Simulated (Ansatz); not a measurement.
## Molecular dynamics, with input and output: TiSi$_{16}$ (part 4 of 4)

TiSi$_{16}$ (defect cell, 17 atoms in the cell); DFT PBE-D3(BJ), scalar-relativistic, plane waves, PAW, PAW set soft_1, no spin polarisation (Ansatz 0.2.0); cutoff 420 eV, 2×2×2 k-mesh, Fermi–Dirac smearing of 0.05 eV. It belongs to a series of runs on one base structure; here: dynamics from the start.

Geometry of the input (Å; fractional positions):
```
0.0000  5.4300  5.4300
5.4300  0.0000  5.4300
5.4300  5.4300  0.0000
Si 0.0040  0.0039  0.0041
Si 0.1250  0.1251  0.1250
Si 0.0040  0.0039  0.4880
Si 0.1284  0.1281  0.6217
Si 0.0040  0.4880  0.0040
Si 0.1284  0.6215  0.1287
Si -0.0045  0.5011  0.5016
Si 0.1284  0.6214  0.6213
Si 0.4880  0.0039  0.0040
Si 0.6216  0.1281  0.1287
Si 0.5014  -0.0048  0.5016
Si 0.6215  0.1281  0.6215
Si 0.5014  0.5011  -0.0042
Si 0.6213  0.6213  0.1286
Si 0.5013  0.5011  0.5015
Si 0.6249  0.6245  0.6251
Ti 0.8749  0.8748  0.8751
```

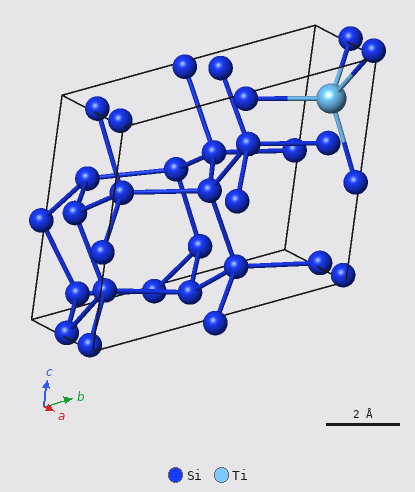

*The geometry at step 89 of the log (ball-and-stick view of the cell of the calculation, seen slightly off an axis).*

**Trajectory as extended XYZ, continued**
```
17
Lattice="0.0000 5.4300 5.4300 5.4300 0.0000 5.4300 5.4300 5.4300 0.0000" Properties=species:S:1:pos:R:3:forces:R:3 step=68 time_fs=204.0 energy=-12674.86209 temperature=600.7
Si   -0.0380   -0.0683    0.0757    1.8938   2.0840   0.0770
Si    1.3259    1.4073    1.4010   -0.4720  -0.4790  -1.0182
Si    2.5626    2.5673   -0.1362   -0.2566  -0.0162   0.0920
Si    4.0810    3.9250    1.1681   -0.6639  -0.6372   2.6689
Si    2.3911   -0.0820    2.6925    1.3050  -0.5840   0.1101
Si    3.9122    1.2528    4.0296    0.5955  -0.0615  -0.3537
Si    5.3957    2.5922    2.7547    0.1398   0.5442  -0.4441
Si    6.5341    4.1609    4.2263    0.2163  -0.9442  -0.6802
Si    0.2367    2.7477    2.8155    0.0167   0.7716   0.1335
Si    1.6641    4.3120    4.1530   -1.1332  -0.2114  -0.3544
Si    2.8551    5.5493    2.5390    0.3226  -1.3748  -0.1425
Si    4.1303    6.8095    3.9646    0.4524  -0.3532   0.7228
Si    2.7863    2.7120    5.3999    0.4936   0.7251  -0.5378
Si    4.1242    3.9788    6.8110    0.0402   0.7611   0.5707
Si    5.3876    5.5953    5.5965   -0.6947  -0.2419  -0.2756
Si    6.9482    6.8790    6.7077   -1.5690   0.0371   1.2383
Ti    9.4948    9.4801    9.5448   -0.6864  -0.0197  -1.8067
17
Lattice="0.0000 5.4300 5.4300 5.4300 0.0000 5.4300 5.4300 5.4300 0.0000" Properties=species:S:1:pos:R:3:forces:R:3 step=72 time_fs=216.0 energy=-12675.02213 temperature=676.2
Si   -0.0152   -0.0710    0.0374    1.4512   1.2776   0.0437
Si    1.2334    1.3852    1.3968    0.3509  -1.0164  -0.5638
Si    2.4825    2.5598   -0.1167    0.3151   0.1995  -0.1241
Si    4.0883    3.8973    1.2112   -0.7188  -0.2581   1.3522
Si    2.4359   -0.1145    2.6923    0.4069  -0.0554  -0.0617
Si    3.9717    1.2515    4.0192    0.3064  -0.1873  -0.5027
Si    5.3466    2.6364    2.7537    0.9051   0.1317  -0.3518
Si    6.4675    4.1426    4.2532    0.1679  -0.1233  -0.3295
Si    0.2796    2.7765    2.8390   -0.5151   0.2614   0.0795
Si    1.6830    4.2356    4.0575   -1.1448   0.8498  -0.2948
Si    2.9235    5.5385    2.5303   -0.1173  -1.2944  -0.1401
Si    4.1401    6.7792    3.9856    0.2126   0.4714   0.8182
Si    2.8815    2.7900    5.2872   -0.3392  -0.7101   1.3715
Si    4.1823    3.9743    6.8180   -0.4474   0.3524   0.5306
Si    5.2796    5.6462    5.6890    0.8290  -0.1586  -0.6304
Si    6.9727    6.8992    6.7760   -1.0193   0.8836  -0.1535
Ti    9.4621    9.4872    9.5268   -0.6434  -0.6238  -1.0430
17
Lattice="0.0000 5.4300 5.4300 5.4300 0.0000 5.4300 5.4300 5.4300 0.0000" Properties=species:S:1:pos:R:3:forces:R:3 step=76 time_fs=228.0 energy=-12674.68947 temperature=516.1
Si    0.0731   -0.0168   -0.0028   -0.5440  -1.0127  -0.8655
Si    1.1589    1.3199    1.3691    1.3225   0.0110   0.9016
Si    2.4166    2.5617   -0.1016    0.5717   0.3013   0.0929
Si    4.0610    3.8575    1.3161   -0.4039   0.2845  -1.2648
Si    2.4997   -0.1494    2.6886   -0.7447   0.5824  -0.3733
Si    4.0466    1.2427    3.9858    0.0494   0.0988  -0.2030
Si    5.3407    2.6860    2.7379    1.2202  -0.4882   0.3229
Si    6.4105    4.1172    4.2637    0.4145   0.4789   0.0081
Si    0.2976    2.8142    2.8626   -0.8832  -1.1076  -0.7923
Si    1.6506    4.1988    3.9520    0.0106   1.2922   0.7796
Si    2.9848    5.4706    2.5166   -0.8424   0.4155   0.3082
Si    4.1586    6.7690    4.0431   -0.4253   0.5604  -0.0080
Si    2.9614    2.8386    5.2347   -0.8000  -0.8665   1.5424
Si    4.2193    3.9870    6.8495   -0.6812  -0.0948   0.0361
Si    5.2099    5.6891    5.7523    1.7118  -0.1156  -0.5127
Si    6.9487    6.9572    6.8404    0.0253   0.3440  -0.7400
Ti    9.4122    9.4774    9.4809   -0.0014  -0.6838   0.7679
17
Lattice="0.0000 5.4300 5.4300 5.4300 0.0000 5.4300 5.4300 5.4300 0.0000" Properties=species:S:1:pos:R:3:forces:R:3 step=80 time_fs=240.0 energy=-12674.30820 temperature=334.5
Si    0.1401   -0.0051   -0.0825   -1.2302  -1.4984  -0.8755
Si    1.1464    1.2529    1.3809    1.3942   0.5644   1.0513
Si    2.3775    2.5774   -0.0816    0.4282   0.1037   0.3843
Si    4.0147    3.8275    1.3651    0.0824  -0.0092  -2.2525
Si    2.5302   -0.1573    2.6681   -1.0286   0.7230  -0.2435
Si    4.1230    1.2382    3.9426   -0.4117   0.2676   0.1887
Si    5.3911    2.7147    2.7354    0.5764  -0.3670   0.4036
Si    6.3744    4.1145    4.2744    0.7677   0.8102   0.2673
Si    0.2738    2.8019    2.8507   -0.7355  -1.3462  -0.8351
Si    1.6165    4.2210    3.8836    0.6650   0.4818   1.5054
Si    3.0061    5.4227    2.5177   -1.1291   1.9391   0.5866
Si    4.1573    6.7852    4.1014   -0.7629   0.2655  -0.5693
Si    3.0018    2.8454    5.2546   -1.1641  -0.6478   0.6807
Si    4.2244    3.9974    6.8823   -0.5064   0.0129  -0.5209
Si    5.2210    5.7248    5.7905    1.6068  -0.3926  -0.3392
Si    6.9262    7.0313    6.8690    1.0961  -0.4898  -1.0213
Ti    9.3614    9.4485    9.4548    0.3517  -0.4172   1.5894
17
Lattice="0.0000 5.4300 5.4300 5.4300 0.0000 5.4300 5.4300 5.4300 0.0000" Properties=species:S:1:pos:R:3:forces:R:3 step=85 time_fs=255.0 energy=-12674.79265 temperature=565.0
Si    0.1471   -0.0756   -0.2210   -0.6869   0.3728   1.4833
Si    1.2119    1.2003    1.4461   -0.4107   0.1575  -1.3029
Si    2.3553    2.6017   -0.0313   -0.0423  -0.2756   0.3100
Si    3.9641    3.7958    1.2893    0.5642   0.5994  -0.3947
Si    2.5104   -0.1264    2.6359    0.4743  -0.3491   1.0445
Si    4.1861    1.2500    3.9017   -1.0288   0.2112   0.3654
Si    5.4866    2.7311    2.7534   -0.5192   0.3248  -0.3467
Si    6.3838    4.1648    4.3044    1.0423   0.5220   0.0767
Si    0.1997    2.7078    2.7875   -0.0075   0.1859   0.1920
Si    1.6131    4.2671    3.8923    0.3369  -1.5309   0.5743
Si    2.9635    5.4842    2.5491   -0.2200   0.9970  -0.4184
Si    4.1069    6.8197    4.1419   -0.3848  -0.3685  -0.0148
Si    2.9759    2.8106    5.3212   -0.6415  -0.2186  -0.5225
Si    4.1971    4.0142    6.8886   -0.1764   0.3411  -0.5672
Si    5.3372    5.7423    5.8111    0.3388  -0.4857  -0.6259
Si    6.9718    7.0900    6.8383    1.0420  -0.8167  -0.4073
Ti    9.3110    9.3986    9.4805    0.3197   0.3334   0.5542
17
Lattice="0.0000 5.4300 5.4300 5.4300 0.0000 5.4300 5.4300 5.4300 0.0000" Properties=species:S:1:pos:R:3:forces:R:3 step=89 time_fs=267.0 energy=-12674.64757 temperature=496.7
Si    0.1122   -0.1226   -0.2645   -0.2636   1.0214   1.9814
Si    1.2514    1.1691    1.4416   -1.2721   0.0207  -1.5900
Si    2.3376    2.6087    0.0251   -0.2442  -0.2431  -0.1866
Si    3.9538    3.8004    1.1984    0.8803   1.1934   1.3016
Si    2.5113   -0.1135    2.6593    1.0053  -0.5059   1.1878
Si    4.1838    1.2717    3.8882   -0.8822   0.1978   0.3257
Si    5.5405    2.7582    2.7530   -0.6333   0.4002  -0.6021
Si    6.4470    4.2330    4.3321    0.8631  -0.4280  -0.5599
Si    0.1354    2.6343    2.7418    0.0577   0.9105   0.5214
Si    1.6308    4.2326    3.9350    0.0531  -1.5314  -0.4318
Si    2.9123    5.5908    2.5593    0.4079  -0.8949  -0.3413
Si    4.0442    6.8303    4.1700    0.2279  -0.6078   0.3839
Si    2.9205    2.7708    5.3497    0.7196   0.5699  -1.4197
Si    4.1644    4.0439    6.8624    0.1428   0.1939  -0.2860
Si    5.4540    5.7304    5.7956   -0.8361  -0.2067  -0.5239
Si    7.0614    7.0936    6.7907   -0.7118  -0.5908   0.8090
Ti    9.2817    9.3669    9.5219    0.4855   0.5009  -0.5693
17
Lattice="0.0000 5.4300 5.4300 5.4300 0.0000 5.4300 5.4300 5.4300 0.0000" Properties=species:S:1:pos:R:3:forces:R:3 step=93 time_fs=279.0 energy=-12674.63645 temperature=491.1
Si    0.0654   -0.1238   -0.2169    0.3089   0.5143   0.7294
Si    1.2330    1.1362    1.3675   -0.8951  -0.5234   0.2334
Si    2.3112    2.6060    0.0729    0.3318   0.2992  -0.5270
Si    3.9838    3.8607    1.1673    0.4581   0.9655   1.8736
Si    2.5553   -0.1190    2.7333    0.0502   0.7795  -0.5188
Si    4.1406    1.3034    3.8904   -0.0602   0.1957   0.1557
Si    5.5635    2.8038    2.7250   -0.5835   0.1549  -0.3245
Si    6.5512    4.2806    4.3338    0.2308  -1.2303  -0.7926
Si    0.0743    2.6024    2.7200    0.1603   0.7529   0.3447
Si    1.6474    4.1283    3.9581   -0.9962  -0.0852  -1.0421
Si    2.8809    5.6548    2.5563    0.8543  -2.3224   0.5704
Si    3.9918    6.8125    4.2151    0.5875  -0.4471   0.3093
Si    2.8973    2.7558    5.3141    1.3120   0.5827  -0.8217
Si    4.1385    4.0828    6.8219    0.3985  -0.0853  -0.0469
Si    5.5319    5.7085    5.7555   -1.3782   0.0947  -0.1399
Si    7.1184    7.0703    6.7773   -1.8463   0.1655   0.7239
Ti    9.2675    9.3485    9.5491    1.0670   0.1888  -0.7269
17
Lattice="0.0000 5.4300 5.4300 5.4300 0.0000 5.4300 5.4300 5.4300 0.0000" Properties=species:S:1:pos:R:3:forces:R:3 step=97 time_fs=291.0 energy=-12674.81733 temperature=578.3
Si    0.0295   -0.1017   -0.1364   -0.0367  -0.5158  -1.2577
Si    1.1737    1.0847    1.3040    0.2904   0.4705   1.9128
Si    2.3010    2.6156    0.0981    0.8634   0.3017  -0.0473
Si    4.0344    3.9665    1.2242   -0.4366   0.1506   1.2381
Si    2.6039   -0.0895    2.7837   -0.4828   1.2945  -1.7913
Si    4.0952    1.3435    3.8995    0.9615  -0.0934  -0.2192
Si    5.5584    2.8569    2.6822   -0.3609  -0.1736   0.2647
Si    6.6647    4.2717    4.2993   -0.8466  -1.0056  -0.3573
Si    0.0215    2.6058    2.7140    0.3330   0.0964  -0.1096
Si    1.6169    4.0181    3.9316   -1.4844   0.9724  -1.0878
Si    2.8874    5.6120    2.5780    0.2494  -1.7525   0.7559
Si    3.9666    6.7732    4.2743    0.4923  -0.1049  -0.0933
Si    2.9327    2.7671    5.2435    0.3249   0.0774   1.0358
Si    4.1313    4.1182    6.7791    0.3981  -0.1934   0.1928
Si    5.5460    5.6891    5.7066   -0.8538  -0.0848  -0.1093
Si    7.0928    7.0532    6.7971   -0.9205   0.4557  -0.0365
Ti    9.2841    9.3361    9.5566    1.5092   0.1048  -0.2908
17
Lattice="0.0000 5.4300 5.4300 5.4300 0.0000 5.4300 5.4300 5.4300 0.0000" Properties=species:S:1:pos:R:3:forces:R:3 step=102 time_fs=306.0 energy=-12675.01143 temperature=671.3
Si   -0.0154   -0.1055   -0.1183    0.3767  -0.2011  -1.2089
Si    1.1198    1.0573    1.3466    0.5483   1.1983   0.9791
Si    2.3454    2.6437    0.1307    0.8033  -0.1877   0.6373
Si    4.0706    4.1010    1.3671   -0.3899  -1.2238  -0.8801
Si    2.6376    0.0244    2.7346    0.1094  -0.0850  -0.8020
Si    4.1047    1.3860    3.8939    1.1841  -0.2289  -0.4331
Si    5.5299    2.9083    2.6502    0.1333  -0.6924   0.8296
Si    6.7482    4.1982    4.2312   -1.1624   0.0347  -0.1086
Si   -0.0239    2.6131    2.6968    0.0133  -0.6485  -0.5463
Si    1.4898    3.9403    3.8350   -0.0664   0.6688   0.3641
Si    2.8983    5.4592    2.6572   -1.6967   1.1742   0.8556
Si    3.9650    6.7189    4.3378   -0.1046   0.3453  -0.7448
Si    2.9874    2.7929    5.2225   -1.4302   0.2664   1.2536
Si    4.1473    4.1496    6.7399    0.0457  -0.1434   0.4328
Si    5.5143    5.6576    5.6391    0.6044  -0.3177   0.0454
Si    7.0070    7.0540    6.8208    0.6435  -0.4171  -0.3026
Ti    9.3606    9.3273    9.5529    0.3882   0.4579  -0.3709
17
Lattice="0.0000 5.4300 5.4300 5.4300 0.0000 5.4300 5.4300 5.4300 0.0000" Properties=species:S:1:pos:R:3:forces:R:3 step=106 time_fs=318.0 energy=-12674.90617 temperature=621.9
Si   -0.0315   -0.1199   -0.1682    1.3639   0.9941   0.6173
Si    1.1051    1.0969    1.4359   -0.1770   0.4433  -1.3831
Si    2.4252    2.6593    0.1878    0.4754  -0.1444   0.5421
Si    4.0763    4.1506    1.4451   -0.2820  -1.1762  -1.6183
Si    2.6695    0.1172    2.6474    0.9925  -1.2871   0.6491
Si    4.1736    1.4090    3.8690    0.0690   0.1080   0.2704
Si    5.5122    2.9135    2.6652    0.4236  -0.9519   0.2566
Si    6.7547    4.1363    4.1712   -0.1628   0.6130   0.2647
Si   -0.0596    2.5881    2.6566   -0.7046  -0.5424  -0.2116
Si    1.3761    3.9169    3.7708    0.7722   0.1927   1.3811
Si    2.8266    5.3843    2.7641   -1.6142   2.0620   0.1910
Si    3.9615    6.6927    4.3517   -0.3143   0.5713  -0.6956
Si    2.9634    2.8241    5.2722   -1.3842  -0.3291   0.1234
Si    4.1641    4.1668    6.7313   -0.2517  -0.0151   0.4363
Si    5.5143    5.6163    5.5865    1.1018  -0.2256   0.1109
Si    6.9649    7.0369    6.8246    0.7806  -0.6440  -0.2131
Ti    9.4365    9.3333    9.5377   -1.0882   0.3314  -0.7213
17
Lattice="0.0000 5.4300 5.4300 5.4300 0.0000 5.4300 5.4300 5.4300 0.0000" Properties=species:S:1:pos:R:3:forces:R:3 step=110 time_fs=330.0 energy=-12675.02840 temperature=680.5
Si    0.0139   -0.0905   -0.1934    0.9422   0.9034   1.1242
Si    1.0893    1.1571    1.4649    0.7306  -0.4846  -1.8958
Si    2.5281    2.6679    0.2699    0.0035  -0.0465  -0.0155
Si    4.0658    4.1459    1.4505   -0.5902  -0.1607  -0.6036
Si    2.7444    0.1526    2.5868    0.5266  -1.0261   0.8885
Si    4.2456    1.4344    3.8580   -1.1622  -0.1499   1.1305
Si    5.5145    2.8748    2.6903    0.4837  -0.4553  -0.9114
Si    6.7537    4.1024    4.1244    0.9792   0.6057   0.6254
Si   -0.1287    2.5393    2.6082   -1.0585   0.1881   0.5638
Si    1.2963    3.9015    3.7709    0.6152  -0.5196   1.4475
Si    2.6819    5.4053    2.8759    0.0492   1.3388  -1.3977
Si    3.9451    6.6931    4.3338    0.0904   0.4263  -0.0372
Si    2.8746    2.8408    5.3301   -0.4043  -0.5829  -0.5666
Si    4.1694    4.1825    6.7421   -0.3338  -0.0596  -0.0668
Si    5.5637    5.5648    5.5384    0.3863   0.0865  -0.0050
Si    6.9592    6.9894    6.8190    0.3431  -0.4935   0.1013
Ti    9.4833    9.3495    9.5032   -1.6012   0.4301  -0.3816
```

**Summary**

- outcome: finished
- mean temperature over the second half: 599 K
- trajectory: 110 steps, 330 fs
- ensemble: nve
- temperature in the input: 1200.0 K
- time step: 3.0 fs
- electrons treated: 76
- potential energy (free energy of the electrons) (last step): −12675.0284 eV
- Fermi energy (last step): 7.561 eV
- largest force (length of the vector) (last step): 2.089 eV/Å
- wall time: 18 min
- peak memory: 0.66 GiB

**Notes**

The input asks for low accuracy. The k-point mesh is coarse for a cell of this size, so the results may not be converged. So short a trajectory is not equilibrated.
